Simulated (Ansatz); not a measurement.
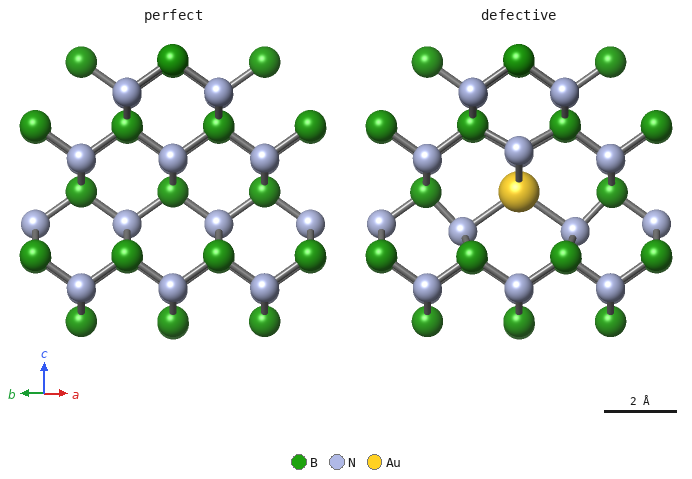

Left: perfect BN. Right: the same region with one point defect, after relaxing the atoms in a supercell of 54 sites. The picture is a ball-and-stick view of the atoms within 4.6 Å of one point, in a slice 5.0 Å thick across the line of sight, seen from a free direction.

Computed with DFT, PBE, plane-wave PAW, default files, scalar-relativistic in Ansatz 0.2.0. Settings: plane-wave cutoff 420 eV; k-point mesh 3 × 3 × 3; occupations fermi dirac; smearing width 0.01 eV; no spin polarisation. The axes drawn are those of the host's conventional cell.

### What kind of defect was made?

A boron atom is replaced by gold.

The charge state of the cell is 0.

### How does the lattice respond?

In the host the B atom has 4 N at 1.57 Å; the Au atom ends with 4 N at 1.92 Å. Of the host's atoms, a nitrogen atom moves furthest from its site, by 0.36 Å. Relaxing the atoms from the host's sites lowers the energy by 18.42 eV.

Limits of the set-up: the periodic images lie only 7.7 Å apart, so the values are limited by the cell's size.
